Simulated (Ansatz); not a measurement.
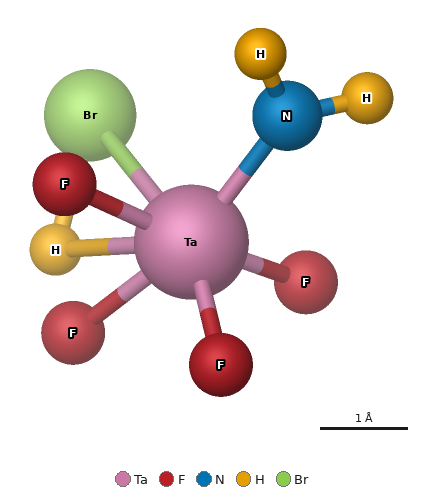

Fig. 1: The input geometry (ball-and-stick view, seen at a tilt). Sticks mark near contacts. Bond lengths as drawn: Br–H 1.62 Å, Br–Ta 2.89 Å, F–Ta 1.85 to 2.08 Å, H–N 1.01 Å, H–Ta 2.48 Å and N–Ta 1.94 Å.

Frequency calculation, with input and output: TaNH3BrF4

TaNH3BrF4, computed with RHF/def2-SVP (Ansatz 0.2.0).

It belongs to a series of runs on one base structure; here: vibrations at the highest image of the band.

**The input**
```yaml
crystal:
  periodic: [false, false, false]
  atoms:
    - { symbol: Ta, position_ang: [0.031401, -0.347786, 0.121524] }
    - { symbol: F, position_ang: [1.975735, 0.283726, 0.499327] }
    - { symbol: F, position_ang: [-0.306039, -0.159175, 1.956208] }
    - { symbol: F, position_ang: [0.595561, -0.812967, -1.605238] }
    - { symbol: F, position_ang: [-0.593931, 1.332252, -0.346277] }
    - { symbol: "N", position_ang: [-1.497318, -1.526238, -0.050784] }
    - { symbol: H, position_ang: [-2.116036, -1.772963, 0.703092] }
    - { symbol: H, position_ang: [-1.704234, -2.058441, -0.879428] }
    - { symbol: Br, position_ang: [1.895133, -2.394, 0.967876] }
    - { symbol: H, position_ang: [2.360328, -0.847506, 0.8012] }
basis:
  gaussian: { orbitals: def2-SVP }
hamiltonian:
  xc: hf
phonons: {}
```

Machine: 4 threads of Intel Xeon (Granite Rapids), 32 GiB of memory available, shared host.

Launched with:
```bash
ansatz run input.yaml --threads 4 --pin off --max-ram 5120MiB --backend cpu --events-out ev --progress --plain --runs-dir out
```

**Log**
```
Engine: ansatz 0.2.0, x86_64-unknown-linux-gnu
Functional definition: HF
  exchange = exact_x
  correlation = 0
1553 factors; integrals over basis functions are off by at most 3.0e-4 eV
mean field evaluation 1: about -83866.8265 eV, gradient 6.5e1 eV
mean field evaluation 2: about -83866.9987 eV, gradient 6.5e1 eV
mean field evaluation 4: about -83874.7967 eV, gradient 3.6e0 eV
mean field evaluation 8: about -83874.8687 eV, gradient 3.6e-1 eV
mean field -83874.87022763 eV, -3082.3446284366 hartree, gradient 8.3e-6 eV, S^2 0.000000; 0 other end points of the search recorded, 0 dependent functions left out
the calculation of the forces begins
reference -83874.87022763 eV, -3082.3446284366 hartree; 47, 47 occupied and 102, 102 virtual orbitals, 1553 factors
these checks for a lower state are left out or cut short: stability, starts, cluster_reference, orbital_swaps, neighbouring_geometries, increment
1553 factors; integrals over basis functions are off by at most 3.0e-4 eV
mean field evaluation 16: about -83874.5457 eV, gradient 3.4e0 eV
mean field -83874.87008484 eV, -3082.3446231889 hartree, gradient 3.8e-6 eV, S^2 0.000000; 0 other end points of the search recorded, 0 dependent functions left out
[... from here on the field's lines of each further geometry are left out, up to the last ...]
the calculation of the forces begins
reference -83874.87023142 eV, -3082.3446285758 hartree; 47, 47 occupied and 102, 102 virtual orbitals, 1553 factors
these checks for a lower state are left out or cut short: stability, starts, cluster_reference, orbital_swaps, neighbouring_geometries, increment
1553 factors; integrals over basis functions are off by at most 3.0e-4 eV
mean field -83874.87020861 eV, -3082.3446277375 hartree, gradient 3.8e-6 eV, S^2 0.000000; 0 other end points of the search recorded, 0 dependent functions left out
the calculation of the forces begins
reference -83874.87020861 eV, -3082.3446277375 hartree; 47, 47 occupied and 102, 102 virtual orbitals, 1553 factors
WARN: phonons: modes at or below zero, which the zero-point energy, F, S and C_V leave out: 1, the lowest at -1277.95 cm⁻¹. A minimum has none, and a first-order saddle one
Total energy: -83874.87022763 eV, -3082.3446284366 hartree
Atom 0 at     0.031401    -0.347786     0.121524 Å, force     0.000949     0.007771     0.005781 eV/Å
Atom 1 at     1.975735     0.283726     0.499327 Å, force    -0.000278    -0.005212    -0.006627 eV/Å
Atom 2 at    -0.306039    -0.159175     1.956208 Å, force    -0.002262    -0.002382     0.000542 eV/Å
Atom 3 at     0.595561    -0.812967    -1.605238 Å, force     0.002259    -0.002932     0.002475 eV/Å
Atom 4 at    -0.593931     1.332252    -0.346277 Å, force    -0.002377     0.002941     0.001223 eV/Å
Atom 5 at    -1.497318    -1.526238    -0.050784 Å, force     0.016422     0.005438    -0.021166 eV/Å
Atom 6 at    -2.116036    -1.772963     0.703092 Å, force    -0.002093    -0.002107     0.008840 eV/Å
Atom 7 at    -1.704234    -2.058441    -0.879428 Å, force    -0.010849    -0.004614     0.005824 eV/Å
Atom 8 at     1.895133    -2.394000     0.967876 Å, force     0.001064    -0.003927    -0.001452 eV/Å
Atom 9 at     2.360328    -0.847506     0.801200 Å, force    -0.002833     0.005025     0.004560 eV/Å
Dipole moment:    -0.491602    -0.426185    -0.047831 e Å
Vibrations: -1277.95 88.89 102.63 128.12 159.13 168.33 202.63 233.52 233.62 264.91 415.36 451.33 551.52 661.72 692.77 705.74 712.62 735.68 776.00 867.39 1395.41 1640.38 3748.58 3849.26 cm⁻¹, zero-point energy 1.164555 eV
```

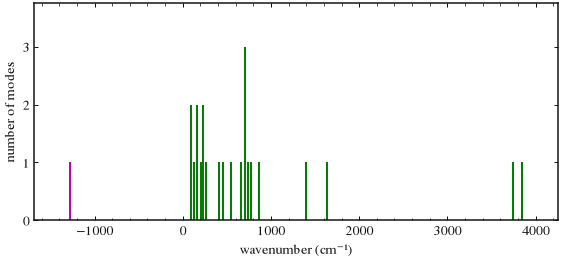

Fig. 2: Harmonic vibrational wavenumbers from the force constants; neighbouring modes closer than 23 cm⁻¹ are counted in one stick, and imaginary ones are drawn at negative wavenumbers. 24 modes from 1278i to 3849 cm⁻¹, 1 imaginary beyond 8i (1278i cm⁻¹): a first-order saddle point, if the geometry is stationary.

**Results in brief**

```csv
quantity,value
outcome,converged
total energy,−83874.8702 eV
mean-field energy,−83874.8702 eV
largest force (length of the vector),0.027 eV/Å
wall time,70 s (CPU time 4.3 min)
peak memory,0.49 GiB
```
